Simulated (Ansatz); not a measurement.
Ti, response to strain

Base system: Ti in the hcp (Mg type) structure (space group P6_3/mmc, No. 194; a = 2.9367 Å, c = 4.6410 Å; relaxed with 0.1 eV smearing). Axes: x lies along a and z along c of the hexagonal cell.

Strains are applied to the cell and any free atomic positions relax; under biaxial strain the out-of-plane vector relaxes too.

All numbers come from r2SCAN, PAW, 500 eV (Ansatz, a quantum-chemistry and plane-wave program; no spin-orbit coupling), earlier PAW set.

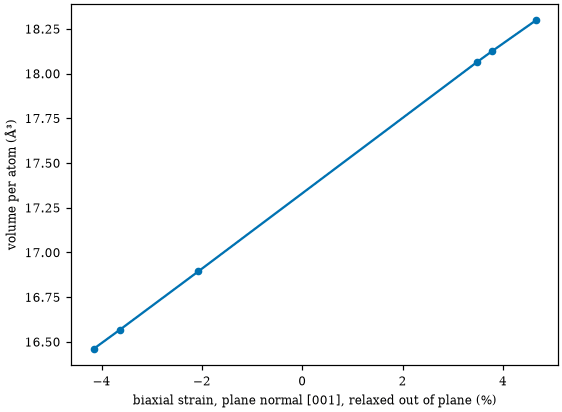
Volume per atom against biaxial strain, plane normal [001], relaxed out of plane

```tsv
biaxial strain, plane normal [001], relaxed out of plane (%)	volume per atom
-4.16	16.46 Å³
-3.64	16.57 Å³
-2.07	16.89 Å³
3.48	18.06 Å³
3.79	18.13 Å³
4.66	18.30 Å³
```

Whether these cells are dynamically stable was not tested. All final runs are without spin polarisation.
